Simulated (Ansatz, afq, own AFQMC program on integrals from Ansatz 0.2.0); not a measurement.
# BSiH₂ (doublet): AFQMC on the coupled-cluster ladder at distance Si1–B2 = 2.322 Å, cc-pVDZ, part 2 of 2

Ansatz 0.2.0, Gaussian basis, and an in-house AFQMC program (afq) on its integrals; all values are calculated; cc-pVDZ, frozen cores.

### Step 10. Phaseless AFQMC, CISD trial on UHF

It reads the integrals that the CCSD(T) run on this determinant wrote.

Launch:

```console
> afq ham --method phaseless --trial cisd --walkers 60 --populations 1 --least-time 40 --time-step 0.005 --steps-per-block 50 --equilibration-blocks 28 --max-blocks 300 --target-error 0.00036 --factor-cut 1e-05 --start spin_pure --seed 9035 --release-times 0.24,0.51,0.99,1.62,2.4 --release-step 0.03 --release-every 4 --taylor-order 6
```

The log of the run:

```text
orbitals 36  electrons 5 4  factors 268 of 404
reference energy -314.66517721 Eh
CCSD correlation -0.18124680 Eh in 12 cycles, weight of the determinant in the CISD state 0.8670
energy of the start -314.846116 Eh
 block  time / (1/Eh)  mean weight  energy / Eh
     1     0.250  0.9998  -314.843893
     2     0.500  0.9982  -314.844255
     3     0.750  0.9992  -314.844437
     4     1.000  0.9995  -314.844821
     5     1.250  1.0019  -314.846392
     6     1.500  0.9986  -314.848229
     7     1.750  0.9999  -314.848248
     8     2.000  0.9994  -314.851443
     9     2.250  0.9997  -314.850446
    10     2.500  1.0025  -314.851588
    15     3.750  1.0000  -314.852736
    22     5.500  0.9992  -314.851581
    29     7.250  0.9974  -314.858306
    36     9.000  0.9999  -314.853263
    43    10.750  1.0007  -314.850833
    50    12.500  0.9999  -314.849403
    57    14.250  0.9999  -314.851200
    64    16.000  1.0005  -314.852777
    71    17.750  1.0010  -314.852995
    78    19.500  0.9979  -314.855712
    85    21.250  0.9985  -314.850273
    92    23.000  0.9986  -314.860078
    99    24.750  0.9998  -314.857414
   106    26.500  0.9995  -314.850302
   113    28.250  0.9992  -314.848784
   120    30.000  0.9984  -314.852830
   127    31.750  1.0005  -314.854259
   134    33.500  1.0005  -314.853505
   141    35.250  1.0011  -314.851491
   148    37.000  0.9988  -314.851937
   155    38.750  1.0024  -314.860760
   162    40.500  0.9986  -314.851108
   169    42.250  1.0002  -314.856065
   176    44.000  0.9998  -314.847483
   183    45.750  1.0006  -314.852788
   190    47.500  0.9991  -314.851140
   197    49.250  1.0001  -314.849892
   204    51.000  0.9982  -314.855582
   211    52.750  1.0006  -314.849893
   218    54.500  1.0003  -314.851858
   225    56.250  1.0012  -314.852911
   232    58.000  0.9985  -314.849547
   239    59.750  1.0001  -314.853161
   246    61.500  0.9989  -314.855104
   253    63.250  1.0021  -314.848218
   260    65.000  1.0013  -314.851500
   267    66.750  1.0004  -314.853924
   274    68.500  0.9989  -314.854111
   281    70.250  0.9994  -314.860787
   288    72.000  0.9981  -314.858333
   295    73.750  1.0001  -314.851977
blocks merged  error / Eh  count
     1  0.000225  270
     2  0.000278  135
     4  0.000336  67
     8  0.000346  33
    16  0.000352  16
    32  0.000410  8
released: time / (1/Eh)  energy / Eh  error  mean overlap
  0.24  -314.853240  0.000361  1.0097
  0.51  -314.853322  0.000329  1.0128
  0.99  -314.853409  0.000434  1.0142
  1.62  -314.853162  0.000489  1.0103
  2.40  -314.852937  0.000501  1.0364
energy -314.853353 +/- 0.000352 Eh
```

Run time: 5.8 min. Hardware: 1 thread of Arm Neoverse V1, shared host.

Energy -8567.5962 ± 0.0096 eV. Caveats: constraint bias not in the error.

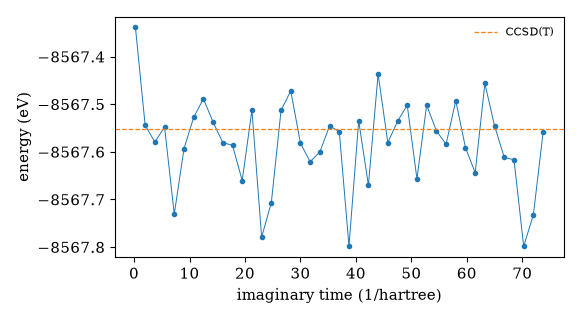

Block energies along the walk.

### Step 11. Phaseless AFQMC, single-determinant trial on UHF

It reads the integrals that the CCSD(T) run on this determinant wrote.

Launch:

```console
> afq ham --method phaseless --trial hf --walkers 120 --populations 1 --least-time 40 --time-step 0.005 --steps-per-block 20 --equilibration-blocks 112 --max-blocks 600 --target-error 0.00108 --factor-cut 1e-05 --start spin_pure --seed 3415 --taylor-order 6
```

The log of the run:

```text
orbitals 36  electrons 5 4  factors 268 of 404
reference energy -314.66517721 Eh
CCSD correlation -0.18124680 Eh in 12 cycles, weight of the determinant in the CISD state 0.8670
energy of the start -314.665320 Eh
 block  time / (1/Eh)  mean weight  energy / Eh
     1     0.100  1.0006  -314.693203
     2     0.200  1.0014  -314.716741
     3     0.300  1.0001  -314.736720
     4     0.400  1.0018  -314.753628
     5     0.500  1.0012  -314.767494
     6     0.600  1.0011  -314.774114
     7     0.700  1.0000  -314.781350
     8     0.800  1.0006  -314.782338
     9     0.900  0.9995  -314.790287
    10     1.000  1.0004  -314.800228
    18     1.800  1.0000  -314.832656
    35     3.500  1.0009  -314.856347
    52     5.200  0.9964  -314.883105
    69     6.900  0.9999  -314.841294
    86     8.600  0.9994  -314.860805
   103    10.300  0.9984  -314.847535
   120    12.000  0.9986  -314.861256
   137    13.700  0.9993  -314.856248
   154    15.400  1.0009  -314.840734
   171    17.100  1.0003  -314.840612
   188    18.800  1.0011  -314.867898
   205    20.500  1.0002  -314.848663
   222    22.200  1.0018  -314.866014
   239    23.900  0.9995  -314.854869
   256    25.600  1.0009  -314.847737
   273    27.300  1.0001  -314.839490
   290    29.000  1.0002  -314.821726
   307    30.700  1.0004  -314.830546
   324    32.400  1.0009  -314.854635
   341    34.100  1.0001  -314.843508
   358    35.800  1.0008  -314.848568
   375    37.500  1.0004  -314.869181
   392    39.200  1.0000  -314.851483
   409    40.900  1.0012  -314.830006
   426    42.600  1.0014  -314.840914
   443    44.300  0.9994  -314.849220
   460    46.000  0.9981  -314.855017
   477    47.700  0.9986  -314.867491
   494    49.400  0.9994  -314.843335
   511    51.100  0.9989  -314.842591
   528    52.800  0.9989  -314.841642
   545    54.500  1.0015  -314.841159
   562    56.200  1.0011  -314.848463
   579    57.900  1.0010  -314.875572
   596    59.600  0.9993  -314.847680
   613    61.300  1.0007  -314.855617
   630    63.000  1.0016  -314.858567
   647    64.700  1.0012  -314.848682
   664    66.400  1.0013  -314.862071
   681    68.100  1.0007  -314.845072
   698    69.800  1.0005  -314.865706
blocks merged  error / Eh  count
     1  0.000524  600
     2  0.000705  300
     4  0.000941  150
     8  0.001217  75
    16  0.001458  37
    32  0.001918  18
    64  0.001973  9
energy -314.850874 +/- 0.001918 Eh
```

Wall time 3.9 min (1 thread of Arm Neoverse V1, shared host).

Energy -8567.5287 ± 0.0522 eV. The run doesn't count as converged. Caveats: constraint bias not in the error; error not settled; error above the target.

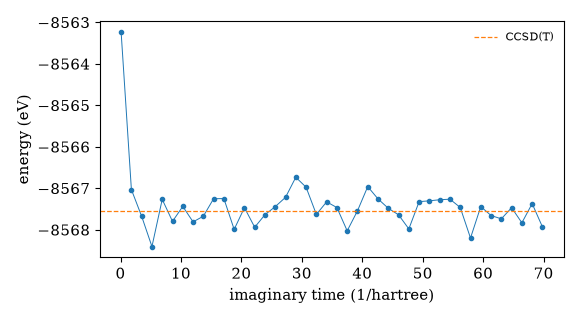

Block energies along the walk.

### Step 12. Free-projection AFQMC, CISD trial on UHF

It reads the integrals that the CCSD(T) run on this determinant wrote.

Launch:

```console
> afq ham --method free --trial cisd --walkers 60 --time-step 0.03 --max-blocks 80 --target-error 0.00036 --factor-cut 1e-05 --seed 8426 --times 0,0.3,0.6,1.2,1.8,2.4,3.6,4.8,6 --taylor-order 8
```

The log of the run:

```text
orbitals 36  electrons 5 4  factors 268 of 404
reference energy -314.66517721 Eh
CCSD correlation -0.18124680 Eh in 12 cycles, weight of the determinant in the CISD state 0.8670
repeat  energy at the last time / Eh  error
    10  -314.853689  0.002405
    20  -314.853721  0.001236
    30  -314.854288  0.001132
    40  -314.854620  0.000973
    50  -314.854551  0.000839
    60  -314.854642  0.000783
    70  -314.855040  0.000792
    80  -314.854641  0.000709
time / (1/Eh)  energy / Eh  error  mean overlap
  0.00  -314.846453  0.000107  1.1533
  0.30  -314.849611  0.000160  1.1491
  0.60  -314.851075  0.000187  1.1449
  1.20  -314.852473  0.000197  1.1371
  1.80  -314.852924  0.000192  1.1403
  2.40  -314.853189  0.000296  1.1406
  3.60  -314.853002  0.000372  1.1501
  4.80  -314.854819  0.000521  1.1300
  6.00  -314.854641  0.000709  1.0979
energy -314.854641 +/- 0.000709 Eh
```

Wall time 4.5 min (1 thread of Arm Neoverse V1, shared host).

Energy -8567.6313 ± 0.0193 eV. Caveats: remainder of the start not in the error; error above the target.

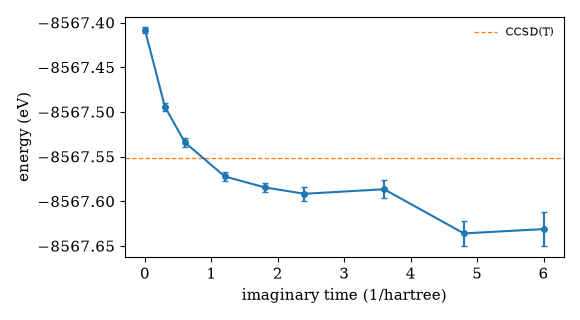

Energy against projection time, with error bars.

### Step 13. AFQMC on the ladder

On the UHF determinant, counted from CCSDT(Q) (a yardstick, not exact):

| level | energy (eV) | from CCSDT(Q) (meV) | statistical error (meV) | time |
| --- | --- | --- | --- | --- |
| HF | -8562.4757 | +5122.1 |  |  |
| MP2 | -8566.3187 | +1279.1 |  |  |
| CCSD | -8567.4077 | +190.1 |  |  |
| CCSD(T) | -8567.5521 | +45.6 |  |  |
| CCSDT(Q) | -8567.5978 | 0.0 |  |  |
| Phaseless AFQMC, CISD trial, step 0.005, 60 walkers | -8567.5962 | +1.6 | 9.6 | 5.8 min |
| Free-projection AFQMC, CISD trial, step 0.03, 60 walkers | -8567.6313 | -33.5 | 19.3 | 4.5 min |

The functionals' totals stand on their own zeros and serve differences with other points: PBE -8577.169 eV; r2SCAN -8581.109 eV; PBE0 -8578.112 eV; B3LYP -8583.270 eV; wB97M-V -8581.370 eV; B2PLYP -8578.179 eV.

### Step 14. Results

This closing draws on all 2 parts.

```
                                              quantity             value
                          CCSD(T) on UHF from CCSDT(Q)         +45.6 meV
      Phaseless AFQMC, CISD trial on UHF from CCSDT(Q)    +1.6 ± 9.6 meV
Free-projection AFQMC, CISD trial on UHF from CCSDT(Q)  -33.5 ± 19.3 meV
```

What this shows: On UHF the phaseless walk with the CISD trial lies +1.6 meV from CCSDT(Q), within three error bars. Free projection has no constraint; at the last time it gives -33.5 ± 19.3 meV, and from a start that isn't spin pure other spins can mix in. Error bars are statistical and leave out the constraint, the time step and what remains of the start.
